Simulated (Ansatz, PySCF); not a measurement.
Potential energy curve for GaH, singlet.

RMP2/3-21G = restricted MP2 (frozen core)/3-21G in PySCF; UKS-BLYP = unrestricted BLYP/aug-cc-pVTZ (Ansatz, a first-principles code); RKS-B3LYP/6-31G* = restricted B3LYP/6-31G*, spherical d in PySCF; UMP2 = MP2 on UHF/aug-cc-pVTZ, cores with 3d frozen run with Ansatz; RCCSD(T) = CCSD(T) on RHF/aug-cc-pVTZ, cores with 3d frozen (Ansatz).

Energies are in mEh, each relative to the lowest point of its own curve near equilibrium.

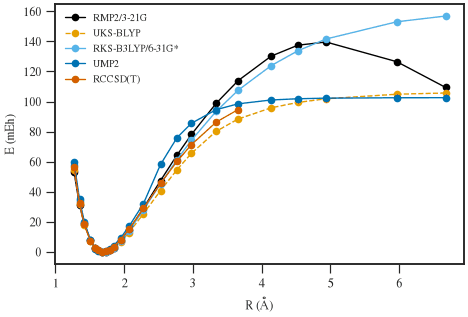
*Energy against bond length for each method.*

```
R / Å  RMP2/3-21G  UKS-BLYP  RKS-B3LYP/6-31G*   UMP2  RCCSD(T)
-----  ----------  --------  ----------------  -----  --------
1.27         53.1      54.8              57.6   59.8      56.6
1.35         31.2      31.7              33.5   34.8      32.4
1.42         18.2      18.1              19.2   20.0      18.3
1.51          7.5       7.2               7.8    7.7       7.1
1.58          2.8       2.6               2.8    2.1       2.4
1.62          1.2       1.1               1.2    0.7       0.9
1.68          0.0       0.0               0.0    0.0       0.0
1.73          0.0       0.0               0.0    0.4       0.2
1.79          0.9       0.9               1.0    1.9       1.4
1.85          2.7       2.6               2.8    4.1       3.4
1.95          7.2       6.6               7.1    9.3       8.1
2.07         14.3      12.8              13.9   16.9      15.0
2.28         29.0      25.3              27.8   32.0      28.9
2.53         47.4      40.7              45.3   58.1      45.5
2.77         64.4      54.6              61.4   76.0      60.2
2.98         78.1      65.6              74.3   85.5      71.3
3.34         98.8      80.2              93.5   94.6      86.3
3.66        113.9      88.4             107.5   98.5      94.7
4.14        130.2      95.8             123.9  101.0         —
4.53        137.5      99.4             133.8  101.8         —
4.94        139.6     101.8             141.6  102.2         —
5.97        126.5     104.8             153.1  102.5         —
6.68        109.4     105.7             156.9  102.5         —
```

At the longest distance, 6.68 Å, RKS-B3LYP/6-31G* lies highest above its minimum (156.9 mEh) and UMP2 lowest (102.5 mEh).

The RMP2/3-21G curve passes through a maximum at 4.94 Å and then falls by 30.2 mEh up to the last usable point.

A dash means that the run gave no value there, or that the column was ended at a point which the program doubted or which failed a test of continuity chosen for this set; such a test can also cut sound points.

The restricted form behind RMP2/3-21G, RKS-B3LYP/6-31G* keeps the bonding electrons paired and can't separate into open-shell fragments. The unrestricted determinant behind UKS-BLYP is spin-contaminated at 3.34 to 6.68 Å (<S²> up to 0.8, against 0.00 for a pure singlet). The unrestricted determinant behind UMP2 is spin-contaminated at 1.27 to 1.51, 2.53 to 6.68 Å (<S²> up to 1.0, against 0.00 for a pure singlet). The T1 diagnostic of CCSD on the restricted reference of RCCSD(T) exceeds 0.045 at 2.98 to 6.68 Å.
